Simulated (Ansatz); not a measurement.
## Electronic structure of ClHInO (doublet) in real space

| atom | x (Å) | y (Å) | z (Å) |
| --- | --- | --- | --- |
| O | -1.8182 | -0.6338 | 0.2273 |
| In | -0.0227 | 0.1528 | -0.1363 |
| Cl | 1.5826 | -1.0758 | 0.9942 |
| H | 0.3139 | 1.4964 | -1.1056 |

Geometry: PBE0-D4/def2-TZVP; core potentials replace the inner electrons of In.

Theory: UKS PBE0-D4/def2-TZVPP in Ansatz 0.2.0.

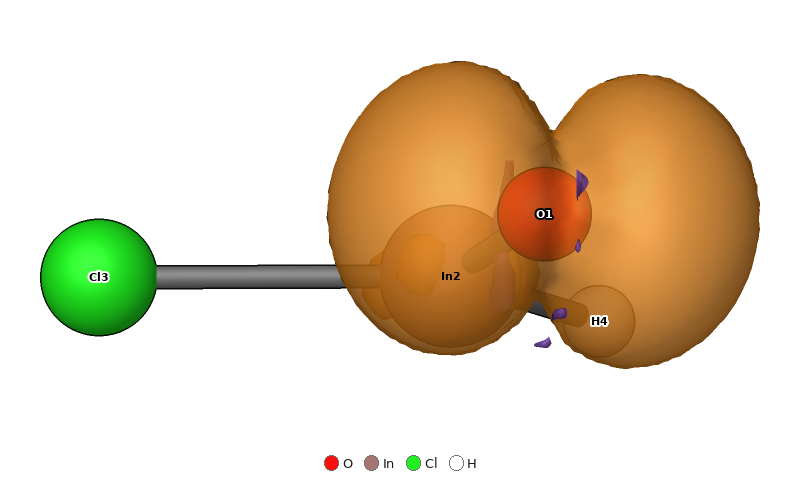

Figure 1. Isosurfaces of the spin density at +0.015 (orange) and −0.015 e/Å³ (purple), seen from one side.

Q: Which atoms carry the spin?

A: The unpaired spin (1 electron) lies mostly on O1 (about 1.0), in electrons by Hirshfeld's partition.

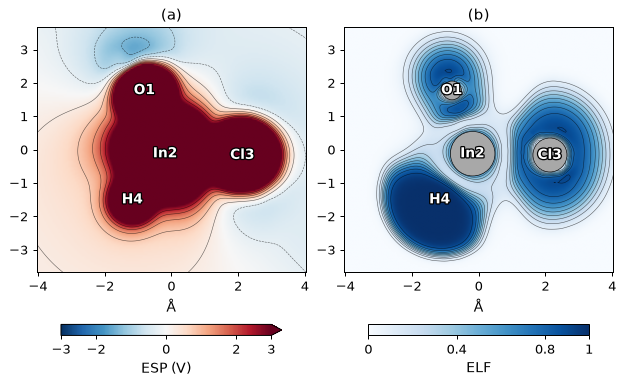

Figure 2. (a) electrostatic potential; (b) ELF on the molecular plane. Grey discs cover the atomic cores in the ELF map.

Q: Read the bonding off the picture.

A: Atoms in the plane: O, In, Cl and H.
In–O (1.99 Å): the ELF peaks at about 0.85 in the valence shell of O, 0.5 Å from its nucleus, and drops to about 0.15 between the two atoms.
In–Cl (2.32 Å): the ELF peaks at about 0.80 in the valence shell of Cl, 0.8 Å from its nucleus, and drops to about 0.15 between the two atoms.
In–H (1.69 Å): the ELF climbs to about 1 towards the hydrogen.
The ELF also peaks beside Cl3 and O1, away from the bonds: non-bonding electrons, paired or unpaired.
Outside the dense part of the molecule the potential is most negative (−1.5 V) near O1.

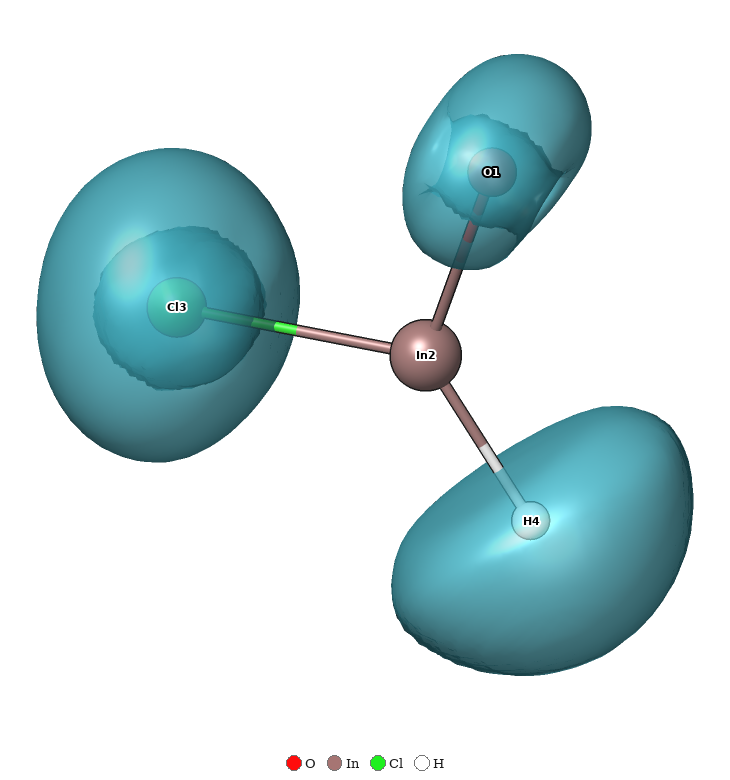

Figure 3. Isosurface of the electron localisation function at 0.75 (cyan), seen at a tilt. Only the valence region is drawn (cores and ρ < 0.01 e/Å³ removed).

Q: Describe the localisation domains.

A: The surface consists of one region around a hydrogen nucleus, one region wrapped around Cl (its valence shell) and one region wrapped around O (its valence shell).
